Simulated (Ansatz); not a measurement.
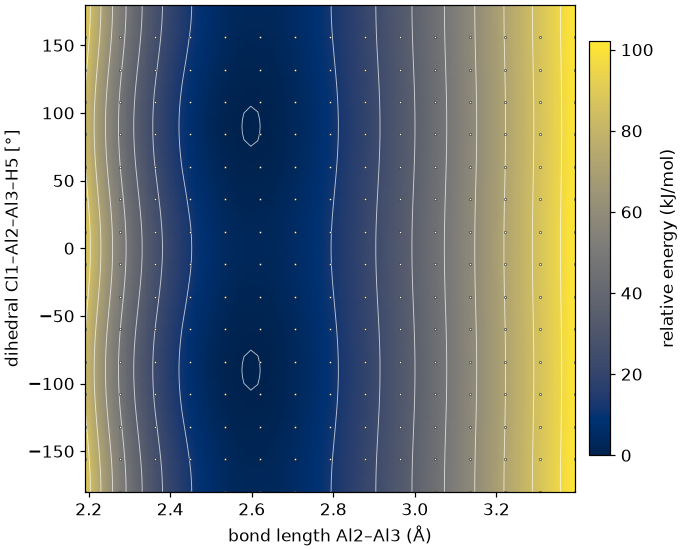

Al2ClH3, SMILES [AlH2][AlH][Cl]. 
- Coordinates scanned: (1) bond length Al2–Al3; (2) dihedral Cl1–Al2–Al3–H5.
- Nothing is relaxed (all other coordinates rigid).
- The scan uses a 15 × 15 grid; 120 points were computed and 105 follow by symmetry.
- Points are written as (first, second).
- Energies are in kJ/mol, from the lowest grid point.
- Computed with Ansatz 0.2.0, RHF-MP2, frozen core/def2-TZVP.

The picture shows a smooth colour map with a few white contour lines, dots at the grid points. Between grid points the surface is interpolated.

The lowest grid point is at (2.620 Å, −84°); the map holds 2 wells of about this depth. It is the only kind of minimum in the scanned range. The highest grid point, (3.392 Å, −180°), lies 102 kJ/mol above the lowest. On the interpolated surface the easiest way out of the lowest well to a well of about the same depth near (2.620 Å, 84°) passes a barrier of about 2.9 kJ/mol, counted from the interpolated bottom of the well. Round the minimum the two coordinates are nearly uncoupled.

The system is changed to Al₂FH₃, SMILES [F][AlH][AlH2]; the new grid has 11 × 10 points, laid about the new relaxed structure.

Q: What will the new map look like?

A: The minimum (interpolated where it lies between grid points) moves from about (2.598 Å, −90°) to about (2.604 Å, −90°). The easiest pass out of the lowest well goes from about 2.9 to about 2.3 kJ/mol on the interpolated surfaces.

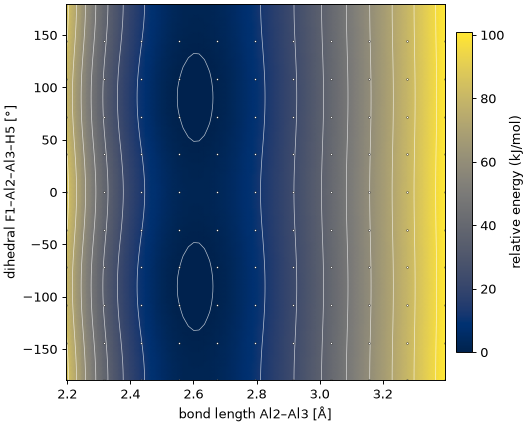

The map after the change, on a colour scale of its own. In the figure: a smooth colour map with a few white contour lines, dots at the grid points. Between grid points the surface is interpolated.
